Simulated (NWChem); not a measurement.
# M06-SX/cc-pVDZ run of SF2 (sulfur difluoride)

Aim: the energy difference between two shapes of SF2 (sulfur difluoride) at M06-SX/cc-pVDZ, from 2 runs. 

The calculation is run with NWChem 7.3.0.

3 further runs of the same task are left out: 1 that didn't finish, 2 set aside as unsound or not needed.

### 1 The system as given

The species is SF2 (3 atoms), meant as a singlet with charge 0. As SMILES, `FSF`. The shape is that of a GFN2-xTB optimisation.

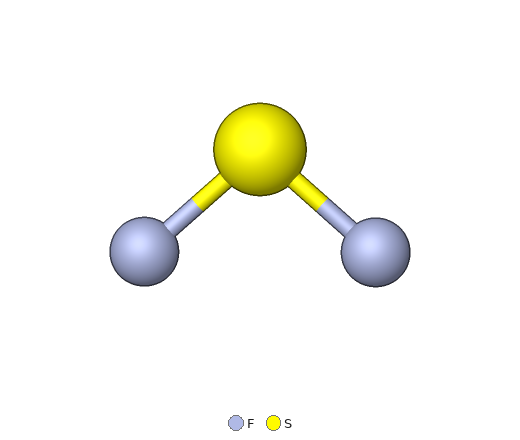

The structure, seen from a chosen angle (fluorine light blue, sulfur yellow).

### 2 A single-point energy at M06-SX/cc-pVDZ

m1.nw

```
start m1
title "sulfur difluoride"
memory total 2200 mb

geometry
  zmatrix
    F
    S 1 1.632318
    F 2 1.632139 1 97.16102
  end
end

basis "ao basis" spherical
  * library cc-pVDZ
end

dft
  xc m06-sx
  grid fine
end

task dft energy
```

The run is started by

```bash
$ nwchem m1.nw > m1.out
```

The program printed (excerpt; [...] marks lines left out):

```text
[...]
 Group name             C2v
[...]
          Wavefunction type:  closed shell.
          No. of atoms     :     3
          No. of electrons :    34
[...]
          Charge           :     0
          Spin multiplicity:     1
[...]
          AO basis - number of functions:    46
[...]
              XC Information
              --------------
                      MN12-SX Method XC Functional
                     Hartree-Fock (Exact) Exchange  0.335
                        M06-SX Exchange Functional  1.000
                      M06-SX Correlation Potential  1.000
[...]
 d= 0,ls=0.0,diis     1   -597.6420992810 -7.09D+02  2.10D-02  6.80D-01     0.5
[...]
 d= 0,ls=0.0,diis     6   -597.7137290394 -2.24D-07  4.37D-06  7.35D-08     2.3
         Total DFT energy =     -597.713729039372
      One electron energy =    -1048.676945330671
           Coulomb energy =      386.608897942355
    Exchange-Corr. energy =      -46.526579465899
 Nuclear repulsion energy =      110.880897814843
[...]
```

Run time: 2.8 s. Hardware: 1 thread of Intel Xeon 6975P-C (Granite Rapids), shared host; peak memory 0.1 GiB.

### 3 The distorted shape, same level

run.nw

```
start run
title "F2S M06-SX"
memory stack 880 mb heap 220 mb global 1100 mb

geometry noautoz
 F      0.430602     1.127618     0.353973
 S     -0.627061     0.119918    -0.352864
 F      0.181092    -1.268284    -0.030886
end

basis spherical
 * library cc-pVDZ
end

dft
 xc m06-sx
 grid fine
end

task dft energy
```

The run is started by

```bash
$ nwchem run.nw > run.out
```

The program printed (excerpt; [...] marks lines left out):

```text
[...]
 Group name             Cs
[...]
          Wavefunction type:  closed shell.
          No. of atoms     :     3
          No. of electrons :    34
[...]
          Charge           :     0
          Spin multiplicity:     1
[...]
          AO basis - number of functions:    46
[...]
              XC Information
              --------------
                      MN12-SX Method XC Functional
                     Hartree-Fock (Exact) Exchange  0.335
                        M06-SX Exchange Functional  1.000
                      M06-SX Correlation Potential  1.000
[...]
 d= 0,ls=0.0,diis     1   -597.6421424903 -7.09D+02  2.10D-02  6.80D-01     0.7
[...]
 d= 0,ls=0.0,diis     7   -597.7136362763 -6.90D-07  3.52D-06  2.63D-08     4.2
         Total DFT energy =     -597.713636276336
      One electron energy =    -1048.992441473660
           Coulomb energy =      386.767637449522
    Exchange-Corr. energy =      -46.528412820372
 Nuclear repulsion energy =      111.039580568175
[...]
```

Wall time 4.8 s (1 thread of Intel Xeon 6975P-C (Granite Rapids), shared host); peak memory 0.11 GiB.

### 4 Outcome

At M06-SX/cc-pVDZ:

| quantity | value |
| --- | --- |
| first shape: total energy | -597.71373 Eh |
| first shape: dipole moment | 1.65 D |
| first shape: HOMO energy | -6.86 eV |
| first shape: LUMO energy | -1.44 eV |
| first shape: HOMO–LUMO gap | 5.42 eV |
| distorted shape: total energy | -597.71364 Eh |
| distorted shape: dipole moment | 1.66 D |
| distorted shape: HOMO energy | -6.85 eV |
| distorted shape: LUMO energy | -1.45 eV |
| distorted shape: HOMO–LUMO gap | 5.40 eV |
| energy change with the atoms displaced | 0.003 eV |

In words: With the atoms displaced the energy rises by 0.00 eV (0.1 kcal/mol). The first shape isn't relaxed at this level, so the change isn't measured from a minimum.
